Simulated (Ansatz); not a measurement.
**AsH2 (SMILES [AsH2]) at UB2PLYP/cc-pVTZ**

Aim: the energy change on altering one bond length of AsH2 at UB2PLYP/cc-pVTZ, from 2 runs. 

The calculation is run with Ansatz 0.2.0.

34 further runs of the same task are left out: 34 set aside as unsound or not needed.

### Step 1. The system as given

The species is AsH2 (3 atoms), meant as a doublet with charge 0. SMILES: `[AsH2]`. The shape is that of a PBE0-D4/def2-TZVP optimisation.

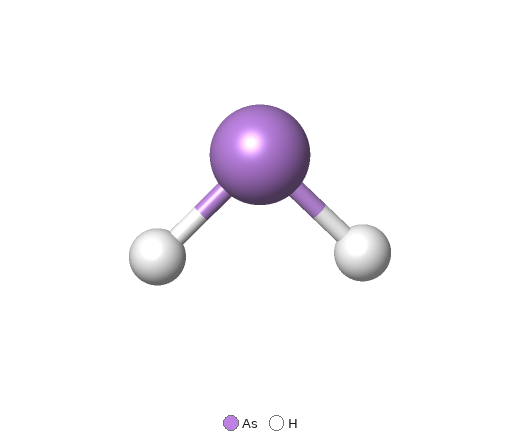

Viewed from a chosen angle; arsenic purple, hydrogen white.

### Step 2. A single-point energy at UB2PLYP/cc-pVTZ

Contents of input.yaml:

```yaml
crystal:
  periodic: [false, false, false]
  atoms:
    - symbol: As
      position_ang: [-0.573310, 0.327430, -0.274790]
    - symbol: H
      position_ang: [0.680410, 0.795730, 0.459110]
    - symbol: H
      position_ang: [-0.107090, -1.123160, -0.184320]
basis:
  gaussian:
    orbitals: cc-pVTZ
magnetization:
  spin_polarized: true
  initial_magnetization: 1
hamiltonian:
  xc: {name: B2PLYP}
correlation:
  frozen_orbitals: {As: 9, H: 0}
accuracy: high
output: {orbitals: {seedname: orbitals}}
```

Launch:

```console
$ ansatz run input.yaml --threads 1 --pin off --max-ram 3480MiB --events-out events.jsonl --progress --plain --runs-dir runs
```

The program printed:

```text
Warning: RAYON_NUM_THREADS=1 ignored (pool sized by the plan → 1); use --threads N
Functional definition: B2PLYP
  name "B2PLYP"
  parameter a = 0.53
  parameter c = 0.27
  exchange = (1 - a)*b88_x + a*exact_x
  correlation = (1 - c)*lyp_c + c*(mp2_os + mp2_ss)
1046 factors; integrals over basis functions are off by at most 4.4e-9 eV
mean field evaluation 1: about -60861.3643 eV, gradient 4.5e0 eV
mean field evaluation 2: about -60861.3937 eV, gradient 4.4e0 eV
mean field evaluation 4: about -60861.5372 eV, gradient 5.2e-1 eV
mean field evaluation 8: about -60861.5392 eV, gradient 1.5e-2 eV
mean field evaluation 16: about -60861.5392 eV, gradient 8.0e-6 eV
mean field -60861.53922854 eV, -2236.6203132160 hartree, gradient 1.8e-8 eV, S^2 0.756309; 0 other end points of the search recorded, 0 dependent functions left out
9 core orbitals not correlated: weight in the atoms' cores, before any rotation towards them, 1.000 or more for the frozen orbitals, at most 0.000 for the correlated occupied ones
reference -60861.53924684 eV, -2236.6203138884 hartree; 9, 8 occupied and 53, 54 virtual orbitals, 1046 factors
second order -6.61585800 eV of doubles, -0.00000000 eV of singles
Total energy: -60863.32552850 eV, -2236.6859585286 hartree
```

It took 3.3 s on 1 thread of Intel Xeon 6975P-C (Granite Rapids), shared host; peak memory 0.21 GiB.

### Step 3. The distorted shape

Contents of run.yaml:

```yaml
crystal:
  periodic: [false, false, false]
  atoms:
    - {symbol: As, position_ang: [-1.576269, -0.047204, -0.861900]}
    - {symbol: H, position_ang: [0.680410, 0.795730, 0.459110]}
    - {symbol: H, position_ang: [-1.110049, -1.497794, -0.771430]}
basis:
  gaussian: {orbitals: cc-pVTZ}
magnetization: {spin_polarized: true, initial_magnetization: 1}
hamiltonian: {xc: {name: B2PLYP}}
correlation: {frozen_orbitals: {As: 9, H: 0}}
accuracy: high
output: {orbitals: {seedname: orbitals}}
```

Launch:

```console
$ ansatz run run.yaml --threads 1 --pin off --max-ram 3480MiB --events-out events.jsonl --progress --plain --runs-dir runs
```

The program printed, shortened:

```text
Warning: RAYON_NUM_THREADS=1 ignored (pool sized by the plan → 1); use --threads N
Functional definition: B2PLYP
  name "B2PLYP"
[...]
968 factors; integrals over basis functions are off by at most 4.4e-9 eV
[...]
mean field -60858.96147027 eV, -2236.5255823466 hartree, gradient 2.9e-8 eV, S^2 1.528016; 6 other end points of the search recorded, 0 dependent functions left out
9 core orbitals not correlated: weight in the atoms' cores, before any rotation towards them, 1.000 or more for the frozen orbitals, at most 0.000 for the correlated occupied ones
reference -60858.96149006 eV, -2236.5255830741 hartree; 9, 8 occupied and 53, 54 virtual orbitals, 968 factors
second order -5.75320242 eV of doubles, -0.00000000 eV of singles
Total energy: -60860.51485472 eV, -2236.5826681723 hartree
```

Wall time 11 s (1 thread of Intel Xeon 6975P-C (Granite Rapids), shared host); peak memory 0.22 GiB.

### Step 4. Results

At UB2PLYP/cc-pVTZ, 9 core orbitals frozen:

```
                                                                 quantity           value
                                                first shape: total energy  -2236.68596 Eh
    first shape: HOMO energy (SCF part's orbitals) (highest over α and β)        -7.81 eV
     first shape: LUMO energy (SCF part's orbitals) (lowest over α and β)        -1.80 eV
                                                        first shape: ⟨S²⟩           0.756
                                            distorted shape: total energy  -2236.58267 Eh
distorted shape: HOMO energy (SCF part's orbitals) (highest over α and β)        -8.07 eV
 distorted shape: LUMO energy (SCF part's orbitals) (lowest over α and β)        -1.75 eV
                                                    distorted shape: ⟨S²⟩           1.528
       energy change with the As1–H2 bond stretched from 1.526 to 2.747 Å        2.811 eV
```

What this shows: With the As1–H2 bond stretched from 1.526 to 2.747 Å the energy rises by 2.81 eV (271 kJ/mol). The first shape isn't relaxed at this level, so the change isn't measured from a minimum. ⟨S²⟩ (distorted shape) is 1.53 where a pure doublet has 0.75: the reference is spin-contaminated.
